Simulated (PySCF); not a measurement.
Molecule: C4H5F3, SMILES C=CCC(F)(F)F. Atoms near the plane z = 0.0 Å, at the GFN2-xTB optimised geometry (x, y, z in Å): C4 (0.2, 0.7, 0.0), F5 (1.5, 0.7, 0.0), F6 (-0.2, 2.0, 0.0), H10 (-0.3, -2.0, -0.3).

Computed with B3LYP/def2-TZVP in PySCF. Cells within 0.4 Å of a nucleus heavier than hydrogen are left out (blank, or x). The values are rescaled to run from 0 to 1.

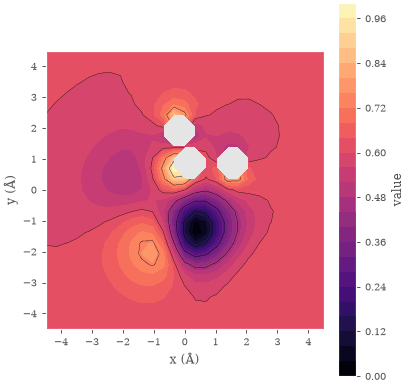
*a field on the plane z = 0.0 Å.*

Question: Which quantity is mapped?
(A) log10 of the electron density
(B) electron localisation function
(C) an orbital amplitude
(D) Laplacian of the electron density

Answer: C, an orbital amplitude. In full: LUMO amplitude (bohr^(-3/2)).
